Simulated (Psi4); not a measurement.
Geometry relaxation, with input and output: AlO (part 3 of 3)

Continued. System: AlO (oxoaluminum), multiplicity 2, SMILES [O]=[Al]. Method: PBE/def2-SVP, UKS, dispersion D4 (Psi4 1.11). The atoms were displaced at random from an optimised geometry.

Geometry of the input (Å):
```
O  -0.0816  -0.0707  0.0009
Al 0.0718  -0.0533  1.6708
```

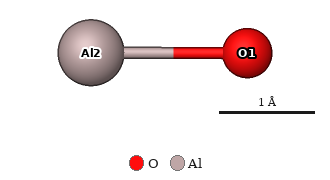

Figure 1. The geometry at step 2 of the log (ball-and-stick view, seen on its broad side; atoms are numbered from 1 in the order of the input).

**The program's output, continued**
```
    Molecular point group: c2v
    Full point group: C_inf_v

    Geometry (in Angstrom), charge = 0, multiplicity = 2:

       Center              X                  Y                   Z               Mass
    ------------   -----------------  -----------------  -----------------  -----------------
         O            0.000000000000     0.000000000000    -1.033108517006    15.994914619570
         AL           0.000000000000    -0.000000000000     0.612436629731    26.981538530000

  Nuclear repulsion =   33.444497113211433

   => Molecular Quadrature <=

    Radial Scheme          =       TREUTLER
    Pruning Scheme         =           NONE
    Nuclear Scheme         =       TREUTLER

    Blocking Scheme        =         OCTREE
    BS radius alpha        =              1
    Pruning alpha          =              1
    Radial Points          =             75
    Spherical Points       =            302
    Total Points           =          43425
    Total Blocks           =            406
    Max Points             =            255
    Max Functions          =             32
    Weights Tolerance      =       1.00E-15

  -Total Gradient:
     Atom            X                  Y                   Z
    ------   -----------------  -----------------  -----------------
       1       -0.000000000000     0.000000000000     0.000351100825
       2       -0.000000000000     0.000000000000    -0.000305774558

	total time  =          0 seconds =       0.00 minutes

    			-----------------------------------------

    			 OPTKING 3.0: for geometry optimizations

    			        with contributions from

    			-----------------------------------------

	                            ===> Fragment 1 <==

	 Z (Atomic Numbers)          Masses                          Geom
	       8.000000            15.994915          0.00000000  0.00000000 -1.95229216
	      13.000000            26.981539          0.00000000 -0.00000000  1.15733750

	 - Coordinate -           - BOHR/RAD -       - ANG/DEG -
	 R(1,2)           =         3.109630           1.645545

	        --- Internal Coordinate Step in ANG or DEG, aJ/ANG or AJ/DEG ---
	-------------------------------------------------------------------------------
	           Coordinate      Previous         Force          Change          New
	           ----------      --------        ------          ------        ------
	               R(1,2)       1.64555        0.00271        0.00054       1.64609
	-------------------------------------------------------------------------------

	                                 ==> Convergence Check <==

	Measures of convergence in internal coordinates in au.

	Criteria marked as inactive (o), active & met (*), and active & unmet ( ).

	----------------------------------------------------------------------------------------------
	   Step    Total Energy     Delta E     Max Force     RMS Force      Max Disp      RMS Disp
	----------------------------------------------------------------------------------------------
	  Convergence Criteria     1.00e-06 *    3.00e-04 *             o    1.20e-03 *             o
	----------------------------------------------------------------------------------------------
	     3    -317.26235468   -1.84e-05      3.28e-04      3.28e-04 o    1.02e-03 *    1.02e-03 o  ~
	----------------------------------------------------------------------------------------------

Next Geometry in Ang
	Fragment 1 (Ang)

	    O   0.0000000000   0.0000000000  -1.0333787075
	   Al   0.0000000000  -0.0000000000   0.6127068203

    Structure for next step:
    Molecular point group: c2v
    Full point group: C_inf_v

    Geometry (in Angstrom), charge = 0, multiplicity = 2:

    O            0.000000000000     0.000000000000    -1.033447779815
    AL          -0.000000000000     0.000000000000     0.612637747975

gradient() will perform analytic gradient computation.

  ==> Geometry <==

    Molecular point group: c2v
    Full point group: C_inf_v

    Geometry (in Angstrom), charge = 0, multiplicity = 2:

       Center              X                  Y                   Z               Mass
    ------------   -----------------  -----------------  -----------------  -----------------
         O            0.000000000000    -0.000000000000    -1.033447779815    15.994914619570
         AL           0.000000000000     0.000000000000     0.612637747975    26.981538530000

  Running in c2v symmetry.

  Rotational constants: A = ************  B =      0.61955  C =      0.61955 [cm^-1]
  Rotational constants: A = ************  B =  18573.52522  C =  18573.52522 [MHz]
  Nuclear repulsion =   33.433517870474489

  Charge       = 0
  Multiplicity = 2
  Electrons    = 21
  Nalpha       = 11
  Nbeta        = 10

   => Molecular Quadrature <=

    Radial Scheme          =       TREUTLER
    Pruning Scheme         =           NONE
    Nuclear Scheme         =       TREUTLER

    Blocking Scheme        =         OCTREE
    BS radius alpha        =              1
    Pruning alpha          =              1
    Radial Points          =             75
    Spherical Points       =            302
    Total Points           =          43425
    Total Blocks           =            412
    Max Points             =            254
    Max Functions          =             32
    Weights Tolerance      =       1.00E-15

   => Auxiliary Basis Set <=

  Basis Set: (DEF2-SVP AUX)
    Blend: DEF2-UNIVERSAL-JKFIT
    Number of shells: 63
    Number of basis functions: 205
    Number of Cartesian functions: 248
    Spherical Harmonics?: true
    Max angular momentum: 4

  Cached 100.0% of DFT collocation blocks in 0.036 [GiB].

  Minimum eigenvalue in the overlap matrix is 2.7186672629E-02.
  Reciprocal condition number of the overlap matrix is 8.8314159062E-03.
    Using symmetric orthogonalization.

  ==> Iterations <==

                           Total Energy        Delta E     RMS |[F,P]|

   @DF-UKS iter   0:  -317.26212167105763   -3.17262e+02   5.81515e-05
   @DF-UKS iter   1:  -317.26235472694265   -2.33056e-04   1.66833e-05 DIIS
   @DF-UKS iter   2:  -317.26235305984659    1.66710e-06   9.85917e-05 DIIS
   @DF-UKS iter   3:  -317.26235478109658   -1.72125e-06   3.95255e-06 DIIS
   @DF-UKS iter   4:  -317.26235478371649   -2.61991e-09   1.32830e-06 DIIS
   @DF-UKS iter   5:  -317.26235478405920   -3.42709e-10   1.42039e-07 DIIS
   @DF-UKS iter   6:  -317.26235478406727   -8.07177e-12   1.37651e-07 DIIS
   @DF-UKS iter   7:  -317.26235478407159   -4.32010e-12   2.93883e-08 DIIS
   @DF-UKS iter   8:  -317.26235478407170   -1.13687e-13   2.54940e-09 DIIS
  Energy and wave function converged.

  ==> Post-Iterations <==

   Electrons on quadrature grid:
      Nalpha   =   11.0000046396 ; deviation = 4.640e-06
      Nbeta    =   10.0000048753 ; deviation = 4.875e-06
      Ntotal   =   21.0000095149 ; deviation = 9.515e-06

   @Spin Contamination Metric:   3.564647786E-03
   @S^2 Expected:                7.500000000E-01
   @S^2 Observed:                7.535646478E-01
   @S   Expected:                5.000000000E-01
   @S   Observed:                5.000000000E-01

    Orbital Energies [Eh]
    ---------------------

    Alpha Occupied:

       1A1   -55.400264     2A1   -18.729221     3A1    -3.959349
       1B1    -2.565590     1B2    -2.565590     4A1    -2.563498
       5A1    -0.785931     6A1    -0.324706     2B1    -0.240742
       2B2    -0.240742     7A1    -0.238111

    Alpha Virtual:

       3B1    -0.073008     3B2    -0.073008     8A1     0.015748
       9A1     0.090872     4B1     0.271825     4B2     0.271825
      10A1     0.324752    11A1     0.371346     1A2     0.371346
       5B2     0.434874     5B1     0.434874    12A1     0.728056
      13A1     0.984462     6B1     0.990528     6B2     0.990528
      14A1     1.210135    15A1     2.582707     2A2     2.582740
       7B1     2.657473     7B2     2.657473    16A1     3.025910

    Beta Occupied:

       1A1   -55.398465     2A1   -18.720141     3A1    -3.956635
       1B1    -2.563527     1B2    -2.563527     4A1    -2.558617
       5A1    -0.763807     6A1    -0.289713     2B1    -0.232611
       2B2    -0.232611

    Beta Virtual:

       7A1    -0.191410     3B1    -0.050873     3B2    -0.050873
       8A1     0.033661     9A1     0.109862     4B1     0.285720
       4B2     0.285720    10A1     0.356085     1A2     0.390004
      11A1     0.390004     5B2     0.459872     5B1     0.459872
      12A1     0.749311     6B1     0.998641     6B2     0.998641
      13A1     1.018500    14A1     1.224844    15A1     2.587511
       2A2     2.587544     7B1     2.687764     7B2     2.687764
      16A1     3.063088

    Final Occupation by Irrep:
             A1    A2    B1    B2
    DOCC [     6,    0,    2,    2 ]
    SOCC [     1,    0,    0,    0 ]
    NA   [     7,    0,    2,    2 ]
    NB   [     6,    0,    2,    2 ]

  @DF-UKS Final Energy:  -317.26235478407170

   => Energetics <=

    Nuclear Repulsion Energy =             33.4335178704744891
    One-Electron Energy =                -507.3299083392216744
    Two-Electron Energy =                 183.5887162706943627
    DFT Exchange-Correlation Energy =     -26.9537903670725036
    Empirical Dispersion Energy =          -0.0008902189463718
    VV10 Nonlocal Energy =                  0.0000000000000000
    Total Energy =                       -317.2623547840717038

  UHF NO Occupations:
  HONO-2 :    2 B2 1.9999198
  HONO-1 :    6 A1 1.9984325
  HONO-0 :    7 A1 1.0000000
  LUNO+0 :    8 A1 0.0015675
  LUNO+1 :    3 B2 0.0000802
  LUNO+2 :    3 B1 0.0000802
  LUNO+3 :    9 A1 0.0000550

Computation Completed

Properties will be evaluated at   0.000000,   0.000000,   0.000000 [a0]

Properties computed using the SCF density matrix

 Multipole Moments:

 ------------------------------------------------------------------------------------
     Multipole            Electronic (a.u.)      Nuclear  (a.u.)        Total (a.u.)
 ------------------------------------------------------------------------------------

 L = 1.  Multiply by 2.5417464519 to convert [e a0] to [Debye]
 Dipole X            :          0.0000000           -0.0000000           -0.0000000
 Dipole Y            :          0.0000000            0.0000000            0.0000000
 Dipole Z            :          1.9286422           -0.5731379            1.3555043
 Magnitude           :                                                    1.3555043

 ------------------------------------------------------------------------------------

	total time  =          2 seconds =       0.03 minutes

         ------------------------------------------------------------
                                   SCF GRAD
         ------------------------------------------------------------

  ==> Geometry <==

    Molecular point group: c2v
    Full point group: C_inf_v

    Geometry (in Angstrom), charge = 0, multiplicity = 2:

       Center              X                  Y                   Z               Mass
    ------------   -----------------  -----------------  -----------------  -----------------
         O           -0.000000000000     0.000000000000    -1.033447779815    15.994914619570
         AL           0.000000000000     0.000000000000     0.612637747975    26.981538530000

  Nuclear repulsion =   33.433517870474489

   => Molecular Quadrature <=

    Radial Scheme          =       TREUTLER
    Pruning Scheme         =           NONE
    Nuclear Scheme         =       TREUTLER

    Blocking Scheme        =         OCTREE
    BS radius alpha        =              1
    Pruning alpha          =              1
    Radial Points          =             75
    Spherical Points       =            302
    Total Points           =          43425
    Total Blocks           =            412
    Max Points             =            254
    Max Functions          =             32
    Weights Tolerance      =       1.00E-15

  -Total Gradient:
     Atom            X                  Y                   Z
    ------   -----------------  -----------------  -----------------
       1        0.000000000000    -0.000000000000    -0.000007360277
       2        0.000000000000     0.000000000000     0.000052417415

	total time  =          1 seconds =       0.02 minutes

    			-----------------------------------------

    			 OPTKING 3.0: for geometry optimizations

    			        with contributions from

    			-----------------------------------------

	                            ===> Fragment 1 <==

	 Z (Atomic Numbers)          Masses                          Geom
	       8.000000            15.994915         -0.00000000  0.00000000 -1.95293327
	      13.000000            26.981539          0.00000000  0.00000000  1.15771756

	 - Coordinate -           - BOHR/RAD -       - ANG/DEG -
	 R(1,2)           =         3.110651           1.646086

	        --- Internal Coordinate Step in ANG or DEG, aJ/ANG or AJ/DEG ---
	-------------------------------------------------------------------------------
	           Coordinate      Previous         Force          Change          New
	           ----------      --------        ------          ------        ------
	               R(1,2)       1.64609       -0.00025       -0.00005       1.64604
	-------------------------------------------------------------------------------

	                                 ==> Convergence Check <==

	Measures of convergence in internal coordinates in au.

	Criteria marked as inactive (o), active & met (*), and active & unmet ( ).

	----------------------------------------------------------------------------------------------
	   Step    Total Energy     Delta E     Max Force     RMS Force      Max Disp      RMS Disp
	----------------------------------------------------------------------------------------------
	  Convergence Criteria     1.00e-06 *    3.00e-04 *             o    1.20e-03 *             o
	----------------------------------------------------------------------------------------------
	     4    -317.26235478   -1.05e-07 *    2.99e-05 *    2.99e-05 o    9.31e-05 *    9.31e-05 o  ~
	----------------------------------------------------------------------------------------------

Next Geometry in Ang
	Fragment 1 (Ang)

	    O  -0.0000000000   0.0000000000  -1.0334231524
	   Al   0.0000000000   0.0000000000   0.6126131206

    Final optimized geometry and variables:
    Molecular point group: c2v
    Full point group: C_inf_v

    Geometry (in Angstrom), charge = 0, multiplicity = 2:

    O            0.000000000000     0.000000000000    -1.033447779815
    AL           0.000000000000    -0.000000000000     0.612637747975

  Variable Map:
  ----------------------------------------------------------------------------
  "CURRENT ENERGY"                                 =>    -317.262354784072
  "CURRENT REFERENCE ENERGY"                       =>    -317.262354784072
  "DD SOLVATION ENERGY"                            =>       0.000000000000
  "DFT FUNCTIONAL TOTAL ENERGY"                    =>    -317.261464565125
  "DFT TOTAL ENERGY"                               =>    -317.262354784072
  "DFT VV10 ENERGY"                                =>       0.000000000000
  "DFT XC ENERGY"                                  =>     -26.953790367073
  "DISPERSION CORRECTION ENERGY"                   =>      -0.000890218946
  "GRID ELECTRONS ALPHA"                           =>      11.000004639617
  "GRID ELECTRONS BETA"                            =>      10.000004875292
  "GRID ELECTRONS TOTAL"                           =>      21.000009514909
  "NUCLEAR REPULSION ENERGY"                       =>      33.433517870474
  "ONE-ELECTRON ENERGY"                            =>    -507.329908339222
  "OPTIMIZATION ITERATIONS"                        =>       4.000000000000
  "PBE-D4(BJ,EEQ)ATM DISPERSION CORRECTION ENERGY" =>      -0.000890218946
  "PCM POLARIZATION ENERGY"                        =>       0.000000000000
  "PE ENERGY"                                      =>       0.000000000000
  "SCF ITERATION ENERGY"                           =>    -317.262354784072
  "SCF ITERATIONS"                                 =>       8.000000000000
  "SCF TOTAL ENERGY"                               =>    -317.262354784072
  "TWO-ELECTRON ENERGY"                            =>     183.588716270694
  "XC GRID RADIAL POINTS"                          =>      75.000000000000
  "XC GRID SPHERICAL POINTS"                       =>     302.000000000000
  "XC GRID TOTAL POINTS"                           =>   43425.000000000000

  Array Variable Map:
  ----------------------------------------------------------------------------
  "-D GRADIENT"                                    =>      -0.000000000000 ... 0.000042227806 2 by 3
  "CURRENT DIPOLE"                                 =>      -0.000000000000 ... 1.355504283891 1 by 3
  "CURRENT GRADIENT"                               =>       0.000000000000 ... 0.000052417415 2 by 3
  "DFT TOTAL GRADIENT"                             =>       0.000000000000 ... 0.000052417415 2 by 3
  "DISPERSION CORRECTION GRADIENT"                 =>      -0.000000000000 ... 0.000042227806 2 by 3
  "PBE-D4(BJ,EEQ)ATM DISPERSION CORRECTION GRADIENT" =>      -0.000000000000 ... 0.000042227806 2 by 3
  "SCF DIPOLE"                                     =>      -0.000000000000 ... 1.355504283891 1 by 3
  "SCF TOTAL ENERGIES"                             =>    -317.262121671058 ... -317.262354784072 1 by 9
  "SCF TOTAL GRADIENT"                             =>       0.000000000000 ... 0.000052417415 2 by 3

    Psi4 run time: 0:00:14.58

[set-up sections that repeat, and orbital energies of the middle runs, are left out above]
```

**Trajectory as extended XYZ (Å, eV, eV/Å), 4 frames, from step=0 to step=3**
```
2
Properties=species:S:1:pos:R:3:forces:R:3 step=0 energy=-8633.13300
O    -0.0816   -0.0707    0.0009    0.0882   0.0100   0.9605
Al    0.0718   -0.0533    1.6708   -0.0884  -0.0100  -0.9624
2
Properties=species:S:1:pos:R:3:forces:R:3 step=1 energy=-8633.14797
O    -0.0801   -0.0706    0.0169    0.0164   0.0019   0.1791
Al    0.0709   -0.0534    1.6613   -0.0167  -0.0019  -0.1813
2
Properties=species:S:1:pos:R:3:forces:R:3 step=2 energy=-8633.14847
O    -0.0798   -0.0705    0.0206   -0.0016  -0.0002  -0.0180
Al    0.0707   -0.0534    1.6591    0.0014   0.0002   0.0157
2
Properties=species:S:1:pos:R:3:forces:R:3 step=3 energy=-8633.14848
O    -0.0798   -0.0705    0.0202    0.0000   0.0000   0.0004
Al    0.0707   -0.0534    1.6593   -0.0003   0.0000  -0.0027
```

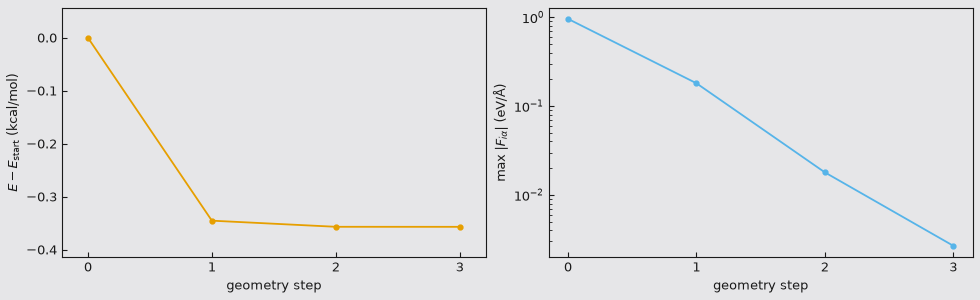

Figure 2. Progress of the relaxation, step by step (steps are counted from 0).

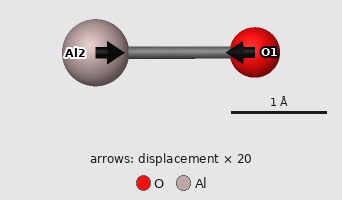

Figure 3. The starting structure with the displacements as black arrows, magnified 20 times (ball-and-stick view, seen at a tilt). The two geometries are laid on each other by the best rigid fit. Over 3 geometry steps the energy falls by 0.36 kcal/mol. Largest force component: 0.96 eV/Å at the start, 0.0027 eV/Å at the end. The largest moves after the best rigid fit, 0.015 Å, are those of O1 and Al2. By element the largest moves are O 0.015 Å, Al 0.015 Å. Distances before and after: O1–Al2 1.677 → 1.646 Å. (Atoms are counted from 1 in the order of the input.)
